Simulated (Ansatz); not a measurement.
# Fields on a plane of TiN (rock salt)

```
CELL_PARAMETERS angstrom
      0.00000     2.11625     2.11625
      2.11625     0.00000     2.11625
      2.11625     2.11625     0.00000
ATOMIC_POSITIONS crystal
  N  0.00000 0.00000 0.00000
  Ti 0.50000 0.50000 0.50000
```

The slice is a {110} plane (indices of the conventional cell) through the point (0.500, 0.500, 0.500) (fractional), spanned by u = [100] and v = [1 -1 -1] in vectors of this cell: u (2.99 Å) and v (4.23 Å, at 90° to u). It covers one period; positions are fractions (u, v).

Atoms on it: N at (0.00, 0.50); Ti at (0.00, 0.00).

Calculation: r2SCAN (plane waves to 500 eV, PAW, scalar-relativistic; Ansatz, a first-principles code). k mesh 19×19×19. These are valence fields of a PAW run, semicore shells included where kept as valence: close to a nucleus they are smooth pseudo fields. TiN is run without spin polarisation. TiN was relaxed with its symmetry unable to fall.

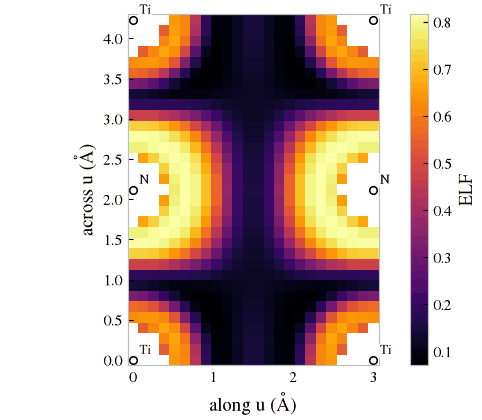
Figure. Electron localisation function (ELF), one period of the plane, atoms marked. Points within 0.4 Å of a nucleus are left white, as the pseudised field means little there.

```
|@@@@%*+-........-+*%@@@|
|@@@%#*=:..    ..:=*#%@@|
|@@%%*+-:.      .:-+*%%@|
|%%#*+=:..      ..:=+*#%|
|***+=-:.        .:-=+**|
|+==-::.          .::-==|
|---::..          ..::--|
|--:::..          ..:::-|
|----::..        ..::---|
|===--::..      ..::--==|
|+++==-::.      .::-==++|
|***+==-:..    ..:-==+**|
|##**+=-::..  ..::-=+**#|
|###**+=-:..  ..:-=+**##|
|####*+=-:......:-=+*###|
|####*+=-:......:-=+*###|
|####*+=-:......:-=+*###|
|###**+=-:..  ..:-=+**##|
|##**+=-::..  ..::-=+**#|
|***+==-:..    ..:-==+**|
|+++==-::.      .::-==++|
|===--::..      ..::--==|
|----::..        ..::---|
|--:::..          ..:::-|
|---::..          ..::--|
|+==-::.          .::-==|
|***+=-:.        .:-=+**|
|%%#*+=:..      ..:=+*#%|
|@@%%*+-:.      .:-+*%%@|
|@@@%#*=:..    ..:=*#%@@|
|@@@@%*+-........-+*%@@@|
|@@@@%#+-:......:-+#%@@@|
```
Scale: ten equal steps from -0.92 (start of ' ') to 1.00 (end of '@'), in the order ' .:-=+*#%@'. Values: log₁₀ of the valence density in e/Å³. The map has 23 points along u (one character each, u = 0 at the left) and 32 along v (v = 0 in the bottom row). The scale is logarithmic, as a density can span decades between atoms and voids.

* **Density on the N–Ti line (2.12 Å) at its midpoint**: 0.51 e/Å³
* **ELF at that point**: 0.18
